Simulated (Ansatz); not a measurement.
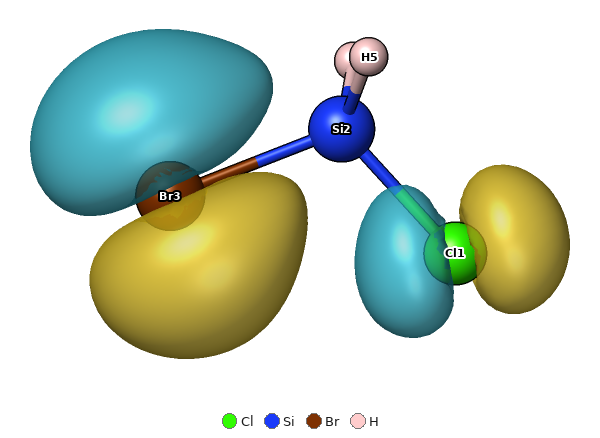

BrClH2Si (SMILES Cl[SiH2]Br). The HOMO−1 at ±0.08 Å⁻³ᐟ² (yellow and cyan are the two phases), seen across its widest extent.

Not at a stationary point (largest force 0.8 eV/Å).

Method: Ansatz 0.2.0, SCF r2SCAN, Gaussian basis.

The calculation's input:

```
crystal:
  periodic: [false, false, false]
  atoms:
    - { symbol: Cl, position_ang: [-0.9032, -0.5398, 1.6708] }
    - { symbol: Si, position_ang: [0.1274, -0.0744, -0.026] }
    - { symbol: Br, position_ang: [-1.0281, 1.3486, -1.3039] }
    - { symbol: H, position_ang: [0.4311, -1.3325, -0.7617] }
    - { symbol: H, position_ang: [1.4227, 0.5244, 0.3795] }
basis:
  gaussian:
    orbitals: cc-pVDZ
hamiltonian:
  xc: r2scan
  dispersion: d4
output:
  orbitals: {}
  forces: true
```

Run with:

```sh
python energy.py --vdw d4
```

Q: What is the character of this orbital?

A: By Hirshfeld shares it lies mainly on Br3 (about 80 %) and Cl1 (about 10 %); largely a lone pair of Br3. Its energy is −7.87 eV.
